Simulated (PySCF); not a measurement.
SMILES F[Si](F)([SiH2]B(C)C)F at its GFN2-xTB optimised geometry (Å):

```
16

Si    -0.6529    -0.7852     0.0000
F      0.9465    -0.7852     0.0000
F     -0.9616    -1.1573    -1.5186
F     -0.9465     0.7852     0.0000
Si    -1.5754    -1.9485     1.7421
B     -0.6337    -1.4187     3.3911
C     -1.1162    -0.1524     4.1919
C      0.6510    -2.1953     3.8587
H     -3.0248    -1.6596     1.7043
H     -1.5003    -3.3786     1.3753
H     -1.9982    -0.4230     4.7763
H     -0.3850     0.2430     4.8944
H     -1.4378     0.6628     3.5444
H      0.9336    -2.0195     4.8951
H      1.4859    -1.8419     3.2482
H      0.6033    -3.2709     3.6971
```

Calculation: B3LYP/def2-TZVP run with PySCF. Cells within 0.4 Å of a nucleus heavier than hydrogen are left out (blank, or x).

Map of the electron localisation function on the plane z = 0.0 Å:

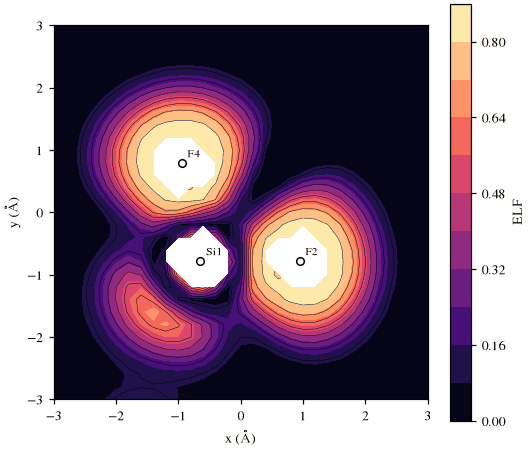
Figure: Electron localisation function on the plane z = 0.0 Å.
